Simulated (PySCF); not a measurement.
```yaml
atoms:
  - { symbol: Mn, position_ang: [-0.3929, -0.1859, -0.0155] }
  - { symbol: C, position_ang: [-0.0143, -0.1107, 2.0059] }
  - { symbol: H, position_ang: [0.1308, 0.9377, 2.3528] }
  - { symbol: H, position_ang: [0.9197, -0.6593, 2.2662] }
  - { symbol: H, position_ang: [-0.8243, -0.5490, 2.6313] }
  - { symbol: C, position_ang: [-0.0150, 0.0975, -2.0177] }
  - { symbol: H, position_ang: [-0.8252, -0.2739, -2.6851] }
  - { symbol: H, position_ang: [0.9196, -0.4203, -2.3332] }
  - { symbol: H, position_ang: [0.1295, 1.1761, -2.2553] }
```

Geometry: PBE-D3(BJ)/def2-SVP.

Method: PySCF 2.14.0, density-fitted response routines, DFT single point, gas phase, functional B3LYP.

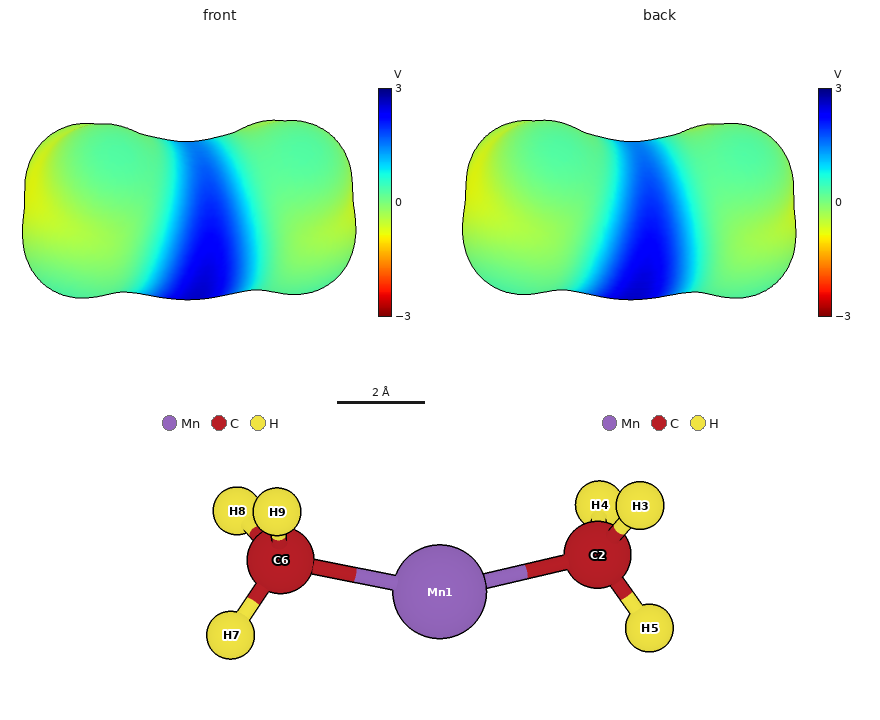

C$_{2}$H$_{6}$Mn (MnMe2) (sextet). The electrostatic potential painted on the density surface at 0.002 e/bohr³, seen from the front and from behind; the colour scale runs from red (negative) to blue (positive). The bare structure is drawn below in the same view.

Which sites attract a positive test charge, and which a negative one?

Answer. A positive charge is drawn to the negative regions and a negative charge to the positive ones. The most negative region (about −0.8 V, or −18 kcal/mol for a unit charge) lies over C2 and C6, the most positive (about +2.6 V, or +60 kcal/mol for a unit charge) over Mn1.

How polar is the molecule by this calculation?

Answer. Its dipole moment is 1.12 D.
